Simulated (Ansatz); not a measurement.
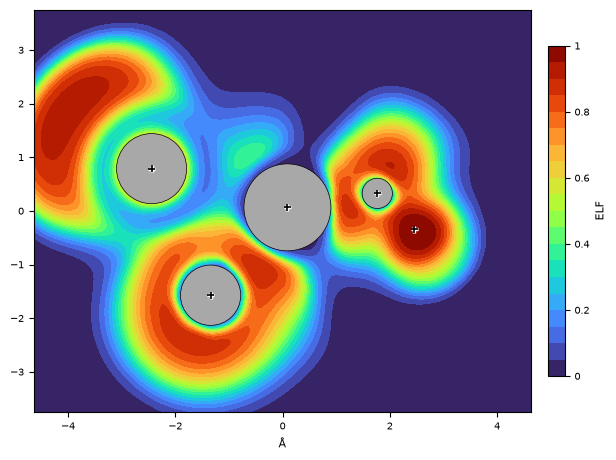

The electron localisation function on a plane through atoms (crosses mark nuclei in the plane; grey discs cover the cores).

The calculation used Ansatz 0.2.0, isolated molecule in a Gaussian basis; Kohn-Sham density functional theory, functional PBE0.

Candidates:
A. C$_{2}$H$_{6}$In (doublet)
B. AlH$_{3}$OSSn
C. CHLiOSi

> Which candidate gave the map?

Candidate B: AlH$_{3}$OSSn on the plane of atoms Al1, S3 and Sn4, which holds Al, O, S, Sn and H. Al–O (1.70 Å): the ELF peaks at about 0.85 in the valence shell of O, 0.6 Å from its nucleus, and is about 0.50 at the midpoint. Al–S (2.18 Å): the ELF peaks at about 0.85 in the valence shell of S, 0.9 Å from its nucleus, and is about 0.85 at the midpoint.
